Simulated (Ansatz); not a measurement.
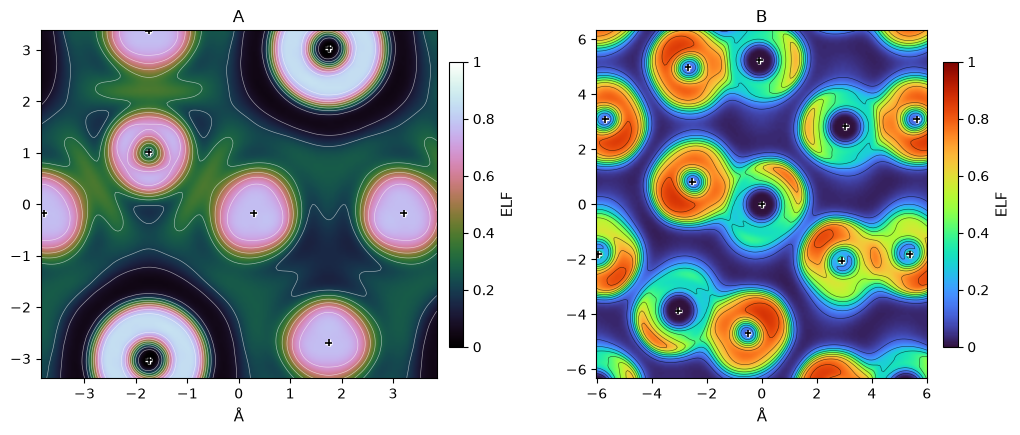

The ELF of 2 systems, each on a plane through atoms (crosses mark nuclei in the plane).

Theory: DFT, PAW plane waves, PBE in Ansatz.

System 1: Sb2AsSe2, the (010) plane of the conventional cell. Space group C2/m; built by placing these elements on a known structure type.

```
Sb As Se
1.0
   -11.31704    0.00000    0.17488
     0.00000   -4.08596    0.00000
     5.52440    0.00000   11.85832
Sb As Se
8 4 8
Direct
  0.71018 0.50000 0.16203
  0.21018 0.00000 0.16203
  0.78982 0.00000 0.83797
  0.28982 0.50000 0.83797
  0.59016 0.00000 0.39889
  0.09016 0.50000 0.39889
  0.90984 0.50000 0.60111
  0.40984 0.00000 0.60111
  0.61357 0.00000 0.01016
  0.11357 0.50000 0.01016
  0.88643 0.50000 0.98984
  0.38643 0.00000 0.98984
  0.51908 0.50000 0.23018
  0.01908 0.00000 0.23018
  0.98092 0.00000 0.76982
  0.48092 0.50000 0.76982
  0.82976 0.00000 0.42053
  0.32976 0.50000 0.42053
  0.67024 0.50000 0.57947
  0.17024 0.00000 0.57947
```

System 2: SrRe4Rh6, the (001) plane of the conventional cell. Space group P-6m2; built by placing these elements on a known structure type; computed pressure about 20 GPa in this cell; computed without spin polarisation.

```yaml
crystal:
  lattice:
    - [6.99930, 0.00000, 0.00000]
    - [-3.49965, 6.06157, 0.00000]
    - [0.00000, 0.00000, 4.10623]
  atoms:
    - { symbol: Sr, position: [0.00000, 0.00000, 0.00000] }
    - { symbol: Re, position: [0.78893, 0.21107, 0.50000] }
    - { symbol: Re, position: [0.42215, 0.21107, 0.50000] }
    - { symbol: Re, position: [0.78893, 0.57785, 0.50000] }
    - { symbol: Rh, position: [0.52806, 0.47194, 0.00000] }
    - { symbol: Rh, position: [0.94387, 0.47194, 0.00000] }
    - { symbol: Rh, position: [0.52806, 0.05613, 0.00000] }
    - { symbol: Re, position: [0.33333, 0.66667, 0.00000] }
    - { symbol: Rh, position: [0.19999, 0.80001, 0.50000] }
    - { symbol: Rh, position: [0.60001, 0.80001, 0.50000] }
    - { symbol: Rh, position: [0.19999, 0.39999, 0.50000] }
```

**Which map belongs to which system?**

Panel A is system 2, SrRe4Rh6: the plane holds Sr, Rh and Re. Re–Rh (2.36 Å): the ELF is about 0.40 at the midpoint. Panel B is system 1, Sb2AsSe2: the plane holds Sb, As and Se. As–As (2.47 Å): the ELF peaks at about 0.75 between the atoms.
